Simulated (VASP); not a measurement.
Band structure of BaS2 (space group C2/c). Level of theory: PBEsol GGA, VASP's PBE PAW potentials (set 64) (plane waves; VASP 6.6.1).

Unless said otherwise, spin-orbit coupling is left out, though it shifts the bands of the heavy elements here.

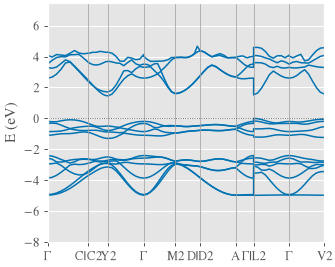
Fig. 1. Bands along high-symmetry lines, zero at the valence-band maximum or, without a gap, the Fermi level

Task: Read the plot: is there a gap, and where are the band edges?

Result: The gap is indirect, 1.46 eV, from the valence maximum at L2 to the conduction minimum at Y2. (Edges off the drawn lines would not show.)

The structure comes from a computed database's BaS2 entry (C2/c); how it stands against other phases isn't given here. It was relaxed first.
